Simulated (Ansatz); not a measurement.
A series of calculations on BNH4F2

**1. Relaxation**

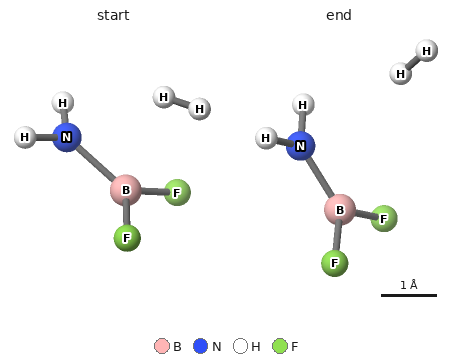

The structure of BNH$_{4}$F$_{2}$ before (left) and after (right) a relaxation, at one scale.

Style: ball-and-stick. Shown at a tilt.

The run prepares an end point of a later path (reaction) calculation, from a guessed geometry.

Computed with RKS PBE0-D4/def2-SVP (Ansatz 0.2.0). Settings: no spin polarisation; force threshold 0.03 eV/Å; at most 50 steps.

> Summarise the run.

Over 16 accepted moves (17 points after the start) the energy falls by 0.281 eV. Largest force component: 2.4 eV/Å at the start, 0.01 eV/Å at the end. The line search rejected the trial step at point 13 of the run. The forces were under the threshold at step 11, but the run went on from there. An H atom moves most after the best rigid fit: 1.19 Å. Largest moves by element: H 1.19 Å, F 0.71 Å, B 0.49 Å, N 0.21 Å. Some distances before and after: B–N 1.467 → 1.396 Å, H–H 0.720 → 0.762 Å, B–F 1.324 → 1.329 Å. The run took 35 s on 1 thread of Arm Neoverse V2, on a shared host, peak memory 0.14 GiB.

**2. Relaxation**

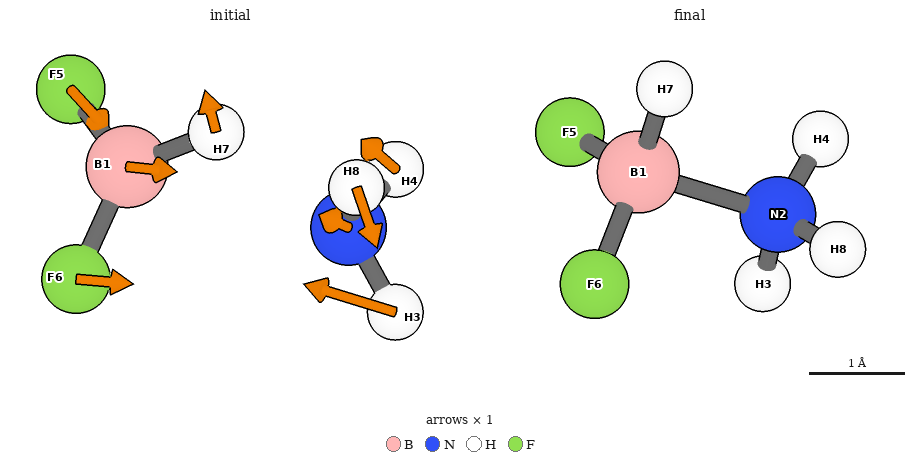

The structure of BNH$_{4}$F$_{2}$ before (left) and after (right) a relaxation, at one scale. The orange arrows give the displacements, at their true length.

The picture is a ball-and-stick view, seen at a tilt.

The run prepares an end point of a later path (reaction) calculation, from a guessed geometry.

All numbers below come from Ansatz, RKS PBE0-D4/def2-SVP. (no spin polarisation; force threshold 0.03 eV/Å; at most 50 steps)

Describe what moved and what it gained.

H3 moves most after the best rigid fit: 1.08 Å. Largest moves by element: H 1.08 Å, F 0.78 Å, B 0.59 Å, N 0.51 Å. Some distances before and after: B1–N2 2.739 → 1.676 Å, B1–F5 1.316 → 1.376 Å, B1–H7 1.197 → 1.227 Å, N2–H8 1.037 → 1.021 Å. New bonds form, among them: B1–N2 (2.74 → 1.68 Å). Bond angles that change, for instance: F5–B1–H7 120.8° → 115.4°, F5–B1–F6 118.3° → 113.4°. The energy falls by 86.9 kJ/mol in 17 accepted moves (21 points after the start). Largest force component: 0.72 eV/Å at the start, 0.01 eV/Å at the end. The line search rejected the trial steps at points 6, 8, 16, 20 of the run. The forces were under the threshold at step 14, but the run went on from there. Cost: 45 s on 1 thread of Arm Neoverse V2, with other jobs on the host, peak memory 0.13 GiB.

**3. Path**

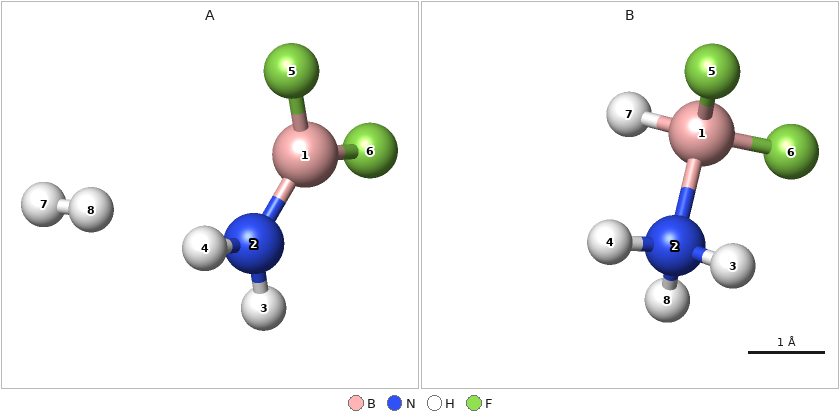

The two relaxed end points of a path for BNH4F2, made up at the start of BNH$_{2}$F$_{2}$ and H$_{2}$. A ball-and-stick model, seen at a tilt.

Computed with RKS PBE0-D4/def2-SVP in Ansatz.

Set-up: 5 movable images; climbing image; force threshold 0.03 eV/Å; iteration limit 60.

Start:
```xyz
8

B     0.0853   -0.6751    0.2343
N     0.0351   -0.2715    1.5695
H    -0.8292   -0.2295    2.0901
H     0.8626   -0.0176    2.0896
F     1.2385   -0.7320   -0.4231
F    -1.0185   -1.0151   -0.4224
H    -0.4064    3.1242    1.0319
H    -0.3072    2.3721    1.1005
```

End:
```xyz
8

B     0.0643    0.3508    0.0607
N    -0.1328    0.3433    1.7250
H    -0.3783   -0.6026    2.0268
H     0.7291    0.6211    2.1954
F     1.0617   -0.5774   -0.1327
F    -1.1657   -0.0664   -0.3939
H     0.3624    1.5082   -0.2167
H    -0.8806    0.9785    2.0058
```

Question: Predict the minimum-energy path and its barrier.

Answer: The highest point, image 3, lies 160.7 kJ/mol above the start and 156.5 kJ/mol above the end; the end is at +4.2 kJ/mol relative to the start. Breaking: H7–H8 (0.76 → 1.03 at the top → 2.60 Å). Forming: B1–H7 (3.91 → 1.44 at the top → 1.23 Å), N2–H8 (2.71 → 1.35 at the top → 1.02 Å). The band converged in 17 iterations, with a climbing image at the top. At the top, the vibrational analysis gives one imaginary mode (1419i cm⁻¹), as a transition state must have.

Energies of the converged images:

```tsv
image	path (Å)	E (kJ/mol)
0	0.00	0.0
1	0.98	1.2
2	1.95	15.4
3	2.93	160.7
4	3.68	28.1
5	4.44	6.2
6	5.19	4.2
```

The geometry at the top of the path:

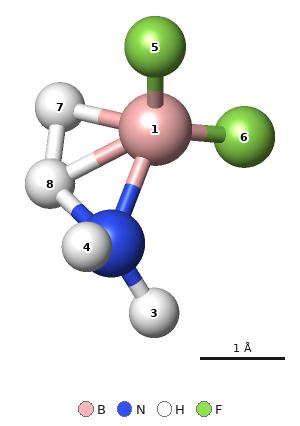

Limits of the set-up: the start holds two separate molecules, 2.7 Å apart at their closest, whose relative position is a soft coordinate.
